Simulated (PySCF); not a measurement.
Vertical excitations of a molecule C₄H₄F₂ from TDDFT-CAM-B3LYP/def2-SVPD in PySCF, as energy in eV (oscillator strength): 5.88 (0.686), 6.14 (0.001), 7.14 (0.002), 7.36 (0.042), 7.51 (0.025), 7.94 (0.001), 8.03 (0.002), 8.23 (0.003), 8.39 (0.001), 8.63 (0.001). Lowest triplet (TDA): 3.14 eV. Geometry optimised at PBE0-D3(BJ)/def2-SVP. Other conformers were not sampled.

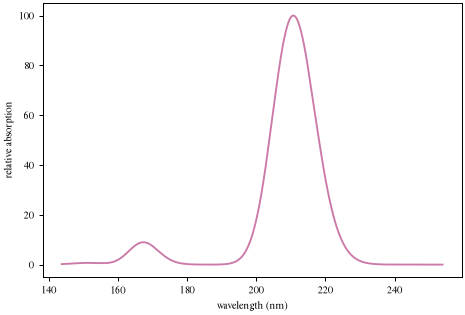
Figure: The lines broadened by 0.4 eV.

### Question
Which structure fits?
(A) C=C/C(F)=C/F
(B) CC(F)=C=CF
(C) C=CC=C(F)F
(D) FC1=C(F)CC1

### Answer
A, C=C/C(F)=C/F
